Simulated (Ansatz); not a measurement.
# Mg3SiO (model cell, started as antiperovskite): a soft mode frozen in, part 3 of 3

Which phase does Mg3SiO (model cell, started as antiperovskite) fall into along its unstable mode, and how much energy does it gain?

Ansatz 0.2.0; DFT PBEsol, scalar-relativistic, plane waves, PAW; PAW set soft_1.

So far. Step 4 (The mode frozen in, largest atomic shift 0.22 Å): The run ends at a pressure of 0.23 GPa, with forces up to 0.0050 eV/Å. Step 5 (Energy along the mode, all amplitudes (two of the runs …): The lowest of the steps tried is at 0.22 Å, 0.727 meV/atom below the parent; the bottom of the well need not coincide with a step.

The structure was built from a prototype and need not be the compound's stable phase.

## (7) The new phase in its own primitive cell

The relaxed structure is symmetrised, reduced to its primitive cell and relaxed tightly, as its phonons need.

input.yaml

```yaml
crystal:
  lattice:
    - [5.9170444088, 0.0, 0.0]
    - [0.0, 5.9170444088, 0.0]
    - [0.0, 0.0, 4.2108467092]
  atoms:
    - { symbol: Si, position: [0.5, 0.0, 0.0] }
    - { symbol: Si, position: [0.0, 0.5, 0.0] }
    - { symbol: O, position: [0.0, 0.0, 0.5] }
    - { symbol: O, position: [0.5, 0.5, 0.5] }
    - { symbol: Mg, position: [0.2773205998, 0.7773205998, 0.5] }
    - { symbol: Mg, position: [0.7226794002, 0.2226794002, 0.5] }
    - { symbol: Mg, position: [0.2226794002, 0.2773205998, 0.5] }
    - { symbol: Mg, position: [0.7773205998, 0.7226794002, 0.5] }
    - { symbol: Mg, position: [0.0, 0.0, 0.0] }
    - { symbol: Mg, position: [0.5, 0.5, 0.0] }
kpoints:
  mp_grid: { grid: [6, 6, 8] }
hamiltonian:
  xc: pbesol
  pseudopotentials: { kind: paw, azcp: { folder: soft_1 }, xc_functional: pbe }
scf:
  occupations: { method: methfessel_paxton, width: 0.2 }
output:
  forces: true
  stress: true
  eigenvalues: true
relax:
  adjacent_minimum: "off"
  f_tol: 0.001
  max_steps: 60
  cell: { stress_tol: 0.01 }
```

Run with:

```sh
> ansatz run input.yaml --threads 8 --pin off --max-ram 16384MiB --backend cpu --events-out ev --progress --plain --runs-dir out
```

Numbers of over 12 decimals in the logs are rounded to 6 here.

Log:

```text
[...]
Crystal: 10 atoms, lattice volume = 147.428 Å³
Basis set: ecut = 420 eV, 2843 PW (Γ), exchange–correlation on 80×80×60 points (8 copies of the dense FFT grid, shifted against one another)
Bands: 50, of which v1, the nominal top of the filled ones, is band 40 counted from 1 (39 counted from 0)
Symmetry: 16 space group operations
[...]
k-points: 50 of 288
[...]
- { symbol: O, position: [0.0, 0.0, 0.500000] }
    - { symbol: O, position: [0.500000, 0.500000, 0.500000] }
    - { symbol: Mg, position: [0.277321, 0.777321, 0.500000] }
    - { symbol: Mg, position: [0.722679, 0.222679, 0.500000] }
    - { symbol: Mg, position: [0.222679, 0.277321, 0.500000] }
    - { symbol: Mg, position: [0.777321, 0.722679, 0.500000] }
    - { symbol: Mg, position: [0.0, 0.0, 0.0] }
    - { symbol: Mg, position: [0.500000, 0.500000, 0.0] }
[key lines of the parts left out:]
SCF converged after 7 iterations
Free energy (F): -13842.317037 eV
Fermi energy:    8.605995 eV
P = ⅓ Tr σ = -0.0003 GPa (-0.003 kbar)
```

Wall time 5.7 s (8 threads of Arm Neoverse V2, shared host); peak memory 0.75 GiB.

Little changed from the start: no atom moved by 0.005 Å and no cell edge by 0.1 %.

Numbers from this step:

```
pressure : -3.09e-4 GPa
```

The largest force component left is 0.12 meV/Å and the pressure is 0.000 GPa, within the tolerances set. The cell now holds 14.74 Å³/atom.

## (8) Modes of the new phase, k-mesh 6×6×8

A relaxed structure may still be a saddle point, so its zone-centre modes are computed. No field response is asked, since the mesh shows no gap.

input.yaml, as its differences from that of step 7:

```diff
@@ -24,9 +24,4 @@
 output:
-  forces: true
-  stress: true
   eigenvalues: true
-relax:
-  adjacent_minimum: "off"
-  f_tol: 0.001
-  max_steps: 60
-  cell: { stress_tol: 0.01 }
+phonons:
+  method: dfpt
```

Log:

```text
zone centre: on kpoints.mp_grid the ground state, and the responses unless they are solved on pairs of k-points, stand on 100 of the mesh's 288 k-points, reduced under 2 symmetry operations, with k and −k counted as one. Each operation leaves every solved displacement unchanged or reverses it
[...]
Crystal: 10 atoms, lattice volume = 147.428 Å³
Basis set: ecut = 420 eV, 2843 PW (Γ), exchange–correlation on 80×80×60 points (8 copies of the dense FFT grid, shifted against one another)
Bands: 50, of which v1, the nominal top of the filled ones, is band 40 counted from 1 (39 counted from 0)
Symmetry: 16 space group operations
k-points: 100 of 288 (irreducible under 2 space group operations, time reversal used)
[...]
SCF iter   1: F=—  HF=-13845.845184 eV  |F-HF|=—  |Δ(HF+E_count)|=         —  Δρ=9.75e-2  dr2=1.76e1  ethr=3.10e-3  ⟨swp⟩=8.7  Hψ=21874  notcnv=0
[...]
SCF iter  13: F=-13842.317037 eV  HF=-13842.317037 eV  |F-HF|=0.00e0  |Δ(HF+E_count)|=  5.46e-12  S|Δr|=    0.00e0  Δρ=2.47e-8  dr2=5.47e-13  ethr=1.00e-12  ⟨swp⟩=12.9  Hψ=24915  notcnv=0
SCF 1 converged in 13 iterations: F = -13842.317037 eV  dr2 = 5.47e-13
[...]
DFPT response loops at Γ: preconditioner auto → Kerker (q_TF=auto, 2.464 Å⁻¹) (partly filled bands, converged f_vac=0.000); β = 1.00, the filter's whole step (`scf.mixing.beta` (0.50) is not read by the response loops under this deck's `scf.mixing.preconditioner`; to damp them name `kerker` or `kerker_dos`, under which they read `scf.mixing.beta`, and type it under 1.00, their step now; both keys bind the ground state too); Broyden in place of MSR1
SCF converged after 13 iterations
[...]
Free energy (F): -13842.317037 eV
[...]
Internal energy: -13842.316912 eV  (E = F + TS)
E sigma→0 (E₀):  -13842.317006 eV
Entropy (-TS):   -0.000125 eV (-0.012 meV/atom)
Fermi energy:    8.605995 eV
Step filling:    the computed levels leave a gap of 0.0000 eV = 0.0 smearing widths at the electron count; against every level under it full and every level over it empty, smearing changes F+E_penalty+E_count by -2.165 meV and its σ→0 estimate by -2.134 meV
[...]
--- Band table (eV; the first three rows and the last of 100) ---
  k-point 0: bands = [... 36 lower, 8.1147, 8.2367, 8.2367, 8.2969, 8.7655, 9.1904, 9.2391, 10.4579, ... 6 higher]
  k-point 1: bands = [... 36 lower, 7.0416, 7.8380, 8.2084, 8.2084, 8.5502, 9.3952, 9.9061, 11.2314, ... 6 higher]
  k-point 2: bands = [... 36 lower, 5.6899, 6.5483, 8.1334, 8.1334, 9.1995, 9.7232, 10.6032, 10.8215, ... 6 higher]
  k-point 99: bands = [... 36 lower, 6.0542, 6.0542, 8.2395, 8.2395, 8.9114, 8.9114, 11.1365, 11.1365, ... 6 higher]
--- Phonons (Γ-DFPT): 8 representative perturbations + reference, on 100 of 288 k-points (Σ response iterations 25) ---
  k mesh reduced under 2 symmetry operations, with k and −k counted as one. Each operation leaves every solved displacement unchanged or reverses it
  ASR residual: 1.135e-4 → 0.000e0 eV/Å²; symmetrization residual: 2.903e-6 eV/Å²
  ASR residual per site (eV/Å²): 1.11e-5 1.11e-5 1.14e-4 1.14e-4 1.42e-5 1.42e-5 1.42e-5 1.42e-5 3.42e-5 3.42e-5
  Γ frequencies (cm⁻¹): 0.00 0.00 0.00 69.14 80.44 140.89 140.89 184.10 184.10 191.90 191.90 208.54 208.54 220.38 225.21 232.11 241.87 241.87 272.50 300.70 300.70 301.25 338.18 371.17 371.17 409.33 420.80 420.80 421.75 438.53
  non-analytic LO–TO correction: not included (Born effective charges unavailable; polar crystals: no LO–TO splitting at Γ)
```

The job ended after 74 s (8 threads; peak memory 2.3 GiB; 9.2 min of CPU time).

This step gave:

- sum-rule residual before enforcement: 1.14e-4 eV/Å²
- point group: 4/mmm
- highest optical mode at the zone centre (no LO-TO term): 438.5 cm⁻¹
- lowest optical zone-centre mode: 69.14 cm⁻¹

Patterns of degenerate modes are one choice out of their space. The modes at Γ (shares of kinetic energy by element, %):

| mode | frequency (cm⁻¹) | symmetry | Si % | O % | Mg % |
| --- | --- | --- | --- | --- | --- |
| 1 | 0.0 | acoustic | 24 | 14 | 62 |
| 2 | 0.0 | acoustic | 24 | 14 | 62 |
| 3 | 0.0 | acoustic | 24 | 14 | 62 |
| 4 | 69.1 | A1g | 0 | 0 | 100 |
| 5 | 80.4 | B1u | 66 | 0 | 34 |
| 6 | 140.9 | Eu | 38 | 8 | 55 |
| 7 | 140.9 | Eu | 38 | 8 | 55 |
| 8 | 184.1 | Eu | 21 | 1 | 78 |
| 9 | 184.1 | Eu | 21 | 1 | 78 |
| 10 | 191.9 | Eu | 21 | 1 | 79 |
| 11 | 191.9 | Eu | 21 | 1 | 79 |
| 12 | 208.5 | Eg | 0 | 0 | 100 |
| 13 | 208.5 | Eg | 0 | 0 | 100 |
| 14 | 220.4 | B1u | 34 | 0 | 66 |
| 15 | 225.2 | A1u | 0 | 49 | 51 |
| 16 | 232.1 | A2u | 59 | 3 | 38 |
| 17 | 241.9 | Eu | 67 | 9 | 24 |
| 18 | 241.9 | Eu | 67 | 9 | 24 |
| 19 | 272.5 | B1g | 0 | 0 | 100 |
| 20 | 300.7 | Eu | 11 | 30 | 59 |
| 21 | 300.7 | Eu | 11 | 30 | 59 |
| 22 | 301.2 | A2u | 15 | 30 | 56 |
| 23 | 338.2 | B2g | 0 | 0 | 100 |
| 24 | 371.2 | Eu | 17 | 82 | 0 |
| 25 | 371.2 | Eu | 17 | 82 | 0 |
| 26 | 409.3 | A1u | 0 | 51 | 49 |
| 27 | 420.8 | Eu | 2 | 55 | 44 |
| 28 | 420.8 | Eu | 2 | 55 | 44 |
| 29 | 421.8 | A2u | 2 | 54 | 44 |
| 30 | 438.5 | A2g | 0 | 0 | 100 |

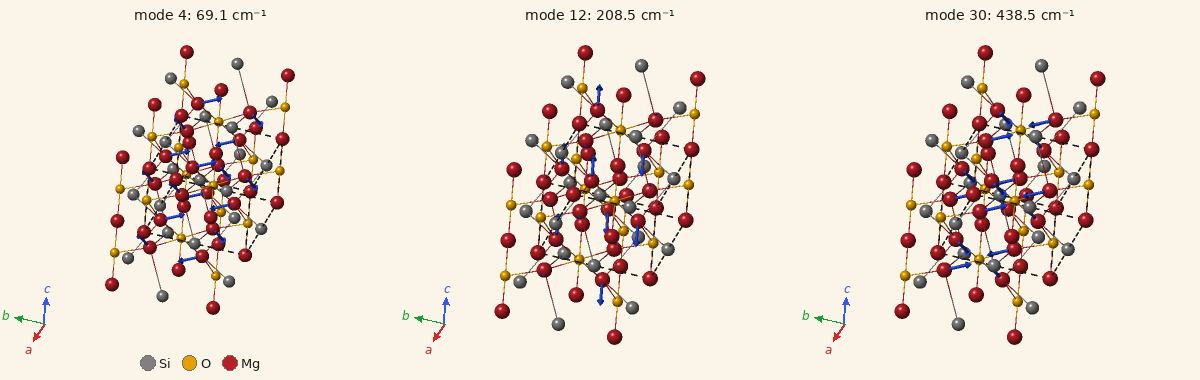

Displacement patterns of modes 4, 12 and 30 at Γ; arrows are exaggerated. 2×1×2 cells are drawn. Some periodic images of atoms are drawn too.

Before it was imposed, the acoustic sum rule was missed by 1.1e-4 eV/Å². Small misses are needed for a sound result but don't prove that mesh and cutoff are converged. The lowest optical mode is real, 69.1 cm⁻¹.

## (9) Outcome

```yaml
unstable_mode_of_the_parent: q = (0, -0.5, -0.5), 46i cm⁻¹
depth_at_the_lowest_point_sampled: 0.727 meV/atom
largest_atomic_shift_at_that_point: 0.22 Å
space_group_reached_within_0p01_a: P4/mbm
energy_gained_over_the_parent_first_relaxation_on_the_mesh_of_the_frozen_mode: 0.901 meV/atom
volume_per_atom_phase_reached: 14.7 Å³
lowest_optical_zone_centre_mode_phase_reached: 69.1 cm⁻¹
highest_optical_mode_at_the_zone_centre_no_lo_to_term_phase_reached: 439 cm⁻¹
```

In words: Along this mode the structure falls into P4/mbm, 0.901 meV/atom below the parent. At the parent's cell the well is 0.727 meV/atom deep on the steps tried, with its lowest point at a shift of 0.22 Å. Relaxing atoms and cell changes the gain by +0.17 meV/atom against the lowest step (energies at zero smearing). The new phase has no imaginary mode at the zone centre of its cell; other wavevectors were not checked. How so shallow a well moves with the k mesh was not tested. Of the 2 patterns followed to their end from this parent, this one reaches the lowest energy. Another end point lies within 1 meV/atom; how such a difference moves with mesh and cutoff was not tested. Each path keeps the symmetry of its pattern, so a lower phase may lie along a pattern not tried. With no gap, or one that is small against the smearing, the frequencies hang on the k mesh and the smearing, most of all near Kohn anomalies. The PAW files were made for PBE and serve the other functionals too. A phonon run warned that its eigensolver left some bands unconverged in a pass. The starting cell was built on a prototype and not taken from a measurement, so the phase need not exist.

[Logs are printed without paths, hosts, clocks, repeated set-up lines and the standing remarks that a program may print on its own settings, such as how far it seeks lower states.]

[Hosts, paths, dates, database ids (printed as entryN), source tags and the programs' standing remarks are cut or masked in the printed files.]
